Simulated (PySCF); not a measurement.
**CH₃CaP (triplet): density, localisation and related maps**

Input

```
from pyscf import gto, dft

mol = gto.M(
    atom='geometry.xyz',
    max_memory=3720,
    charge=0,
    spin=2,
    verbose=3,
    basis='def2-tzvpd',
)

mf = dft.UKS(mol, xc='pbe0')
mf = mf.density_fit(auxbasis='def2-universal-jkfit')
mf.conv_tol = 1e-09
mf.max_cycle = 100
mf.grids.level = 3
mf.kernel()
if not mf.converged:
    mf = mf.newton().run(mf.mo_coeff, mf.mo_occ)
for _ in range(3):
    mo, _, stable, _ = mf.stability(return_status=True)
    if stable:
        break
    mf.kernel(mf.make_rdm1(mo, mf.mo_occ))

e_tot = mf.e_tot
print(f'total energy: {e_tot:.8f} hartree')
grad = mf.nuc_grad_method().kernel()
dip = mf.dip_moment()
pop, q = mf.mulliken_pop()
```

Command:

```sh
OMP_NUM_THREADS=2 python run.py
```

Geometry: PBE0-D3(BJ)/def2-SVP.

Method: PySCF, Gaussian-basis quantum chemistry of an isolated molecule with PySCF, energy and nuclear gradient, functional PBE0.

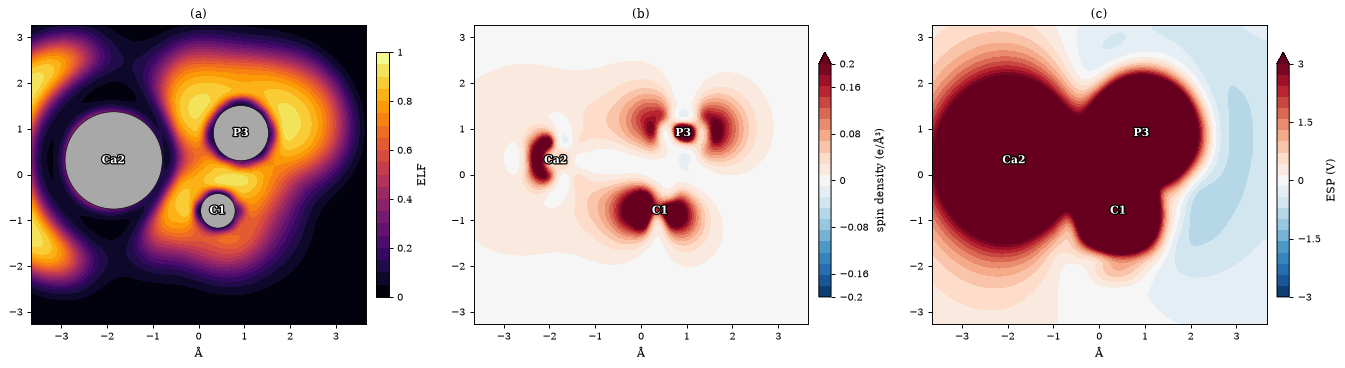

Figure 1. (a) electron localisation function; (b) spin density; (c) electrostatic potential on the plane of atoms C1, Ca2 and P3. Grey discs cover the atomic cores in the ELF map.

What do the fields say about this system?

- Atoms in the plane: C, Ca and P.
- C–P (1.77 Å): the ELF peaks at about 0.90 between the atoms, as expected for a shared electron pair.
- C–Ca (2.53 Å): the ELF peaks at about 0.85 in the valence shell of C, 0.8 Å from its nucleus, and is about 0.25 at the midpoint.
- Ca–P (2.84 Å): the ELF peaks at about 0.75 in the valence shell of P, 1.0 Å from its nucleus, and is about 0.35 at the midpoint.
- The unpaired spin (2 electrons) lies mostly on Ca2 (about 1.1), P3 (about 0.5) and C1 (about 0.3), in electrons by Hirshfeld's partition.
- Outside the dense part of the molecule the potential is most negative (−1.0 V) near C1.

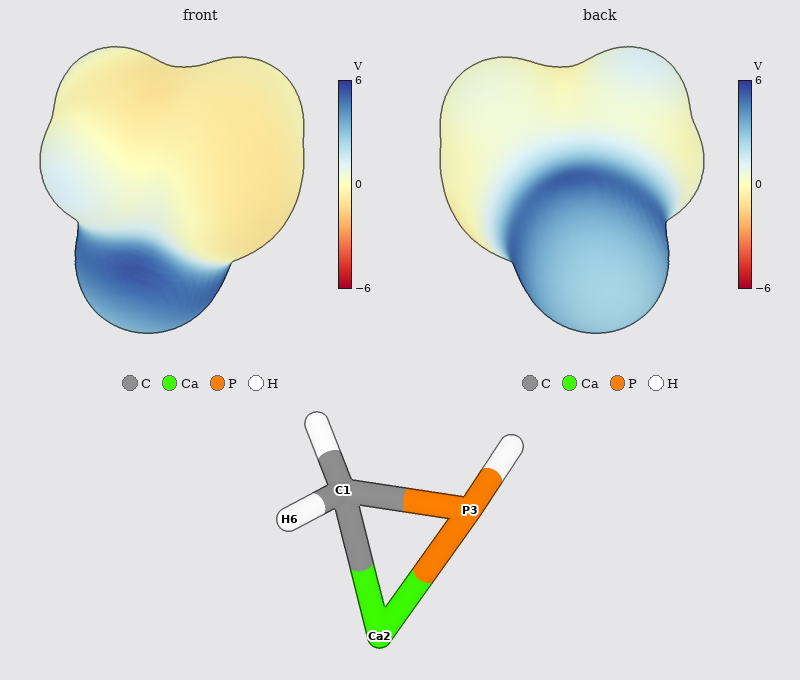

Figure 2. The molecular electrostatic potential painted on the density surface at 0.004 e/bohr³, seen from the front and from behind; the colour scale runs from red (negative) to blue (positive). The bare structure is drawn below in the same view.

Where is the surface potential most negative and most positive?

The most negative region (about −1.0 V) lies over C1 and P3, the most positive (about +5.3 V) over Ca2.

How polar is the molecule by this calculation?

Its dipole moment is 2.28 D.

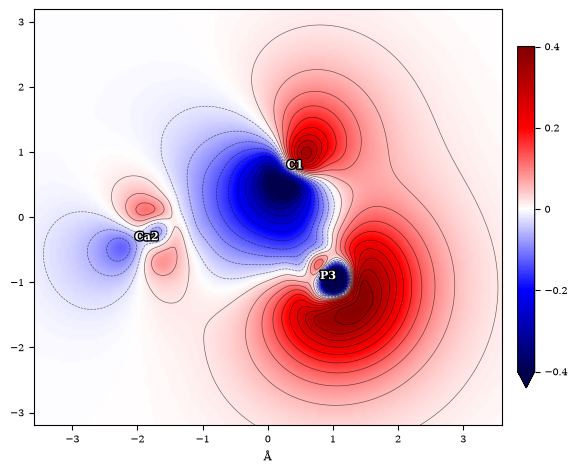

Figure 3. The HOMO−1 (β) on the plane of atoms Ca2, C1 and P3 (values in Å⁻³ᐟ²; the overall sign is arbitrary).

Where does this orbital lie, and at what energy?

By Hirshfeld shares it lies mainly on P3 (about 65 %), C1 (about 15 %) and H5 (about 10 %). Its energy is −7.52 eV.
